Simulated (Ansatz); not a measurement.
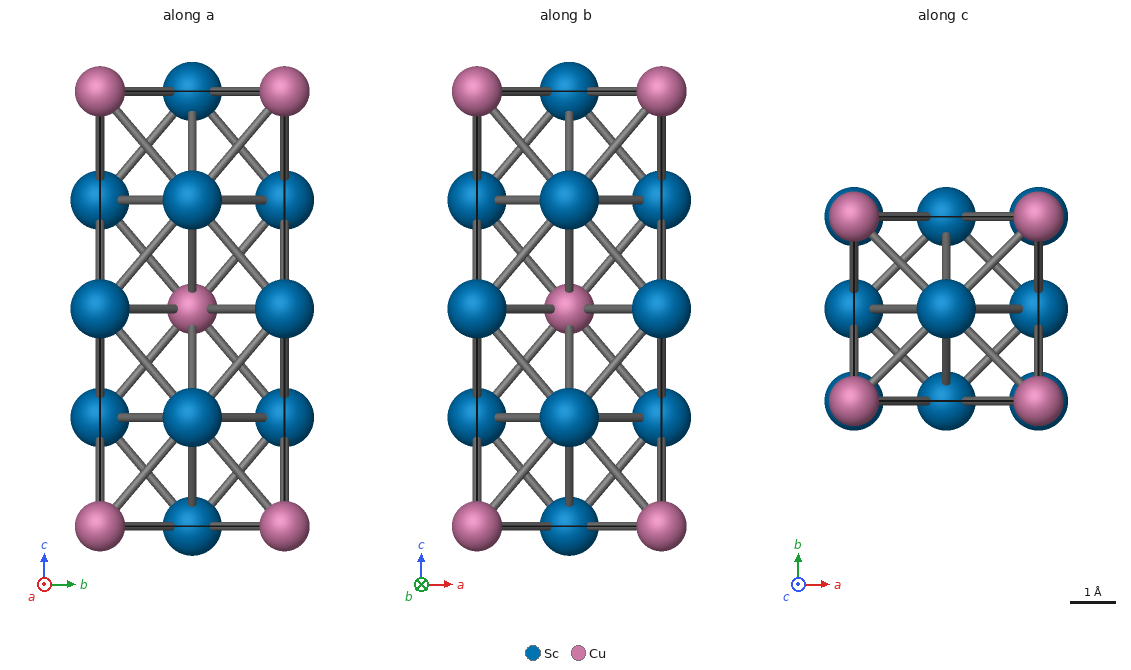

Crystal structure, ball-and-stick style, seen along the a axis, along the b axis and along the c axis. The frame is the conventional unit cell; atoms at its boundary are shown with their periodic copies.

The bonds drawn are Cu–Sc up to 3.34 Å, Sc–Sc up to 3.27 Å (cut-off distances).

The composition is Sc$_{3}$Cu.

Describe the environment of the Cu atoms.

Answer. Twelve Sc in a distorted cuboctahedral arrangement at about 2.9 to 3.2 Å.

What do the bonds build: molecules, chains, layers or a framework?

Answer. The bonds build a three-dimensional framework.

It goes back to a textbook structure type filled with these elements (whether it is the usual form wasn't checked). A relaxation with DFT PBE, scalar-relativistic, plane waves, PAW (Ansatz) gave the geometry drawn.
